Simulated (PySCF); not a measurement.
| atom | x (Å) | y (Å) | z (Å) |
| --- | --- | --- | --- |
| N | 2.0860 | 0.2465 | -0.0815 |
| Si | 0.6736 | -0.7017 | 0.0412 |
| N | -0.5748 | -0.2257 | -1.1181 |
| Si | -1.7612 | 0.4214 | 0.0087 |
| N | -0.5160 | -0.0320 | 1.1664 |
| H | 3.0181 | -0.1343 | -0.0578 |
| H | 2.0838 | 1.2507 | -0.1829 |
| H | 0.8861 | -2.1222 | 0.1600 |
| H | -0.5790 | -0.2759 | -2.1225 |
| H | -2.9652 | -0.3875 | 0.1056 |
| H | -1.8817 | 1.8700 | -0.1087 |
| H | -0.4685 | 0.0899 | 2.1636 |

Geometry: GFN2-xTB.

Computed with UKS B3LYP, pcH-1 on H N Si, non-relativistic, mean-field spin-orbit, GIAO (PySCF).

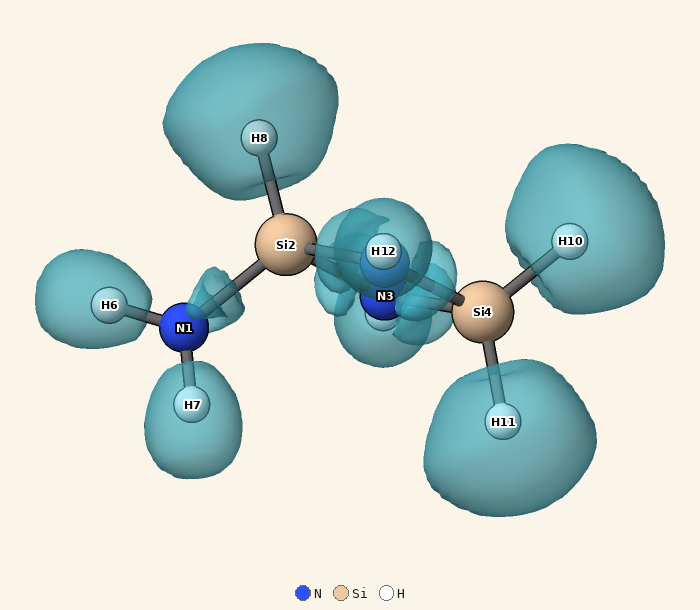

H$_{7}$N$_{3}$Si$_{2}$ (SMILES [NH2+][SiH]1N[SiH2]N1) (charge +1, doublet). Isosurface of the electron localisation function at 0.85 (cyan), seen from one side. Core shells and regions of very low density are left out.

Q: What do the ELF domains correspond to?

A: At this value the surface marks out five regions between bonded N–Si atoms (shared pairs) and seven regions around hydrogen nuclei. Profiles from the grid: Si–N (1.71 Å): the ELF peaks at about 0.90 between the atoms: a polar covalent bond. N–H (1.01 Å): the ELF climbs to about 1 towards the hydrogen, as it does in any bond to H: an ordinary covalent bond to hydrogen.
